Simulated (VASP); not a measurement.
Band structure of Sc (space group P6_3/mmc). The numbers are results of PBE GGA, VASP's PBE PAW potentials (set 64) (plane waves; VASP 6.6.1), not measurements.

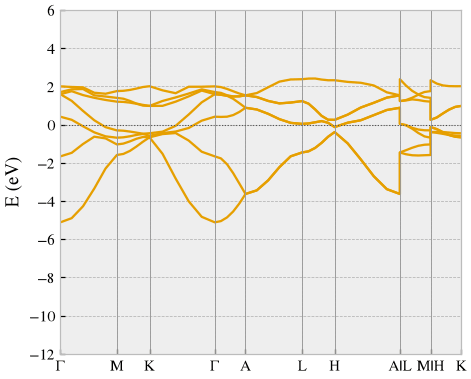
*Bands along high-symmetry lines, zero at the valence-band maximum or, without a gap, the Fermi level*

Task: Read the plot: is there a gap, and where are the band edges?

Result: It has no gap at this level: it comes out as a metal or semimetal.

The structure is a typed Sc crystal. The cell was not relaxed at this level.
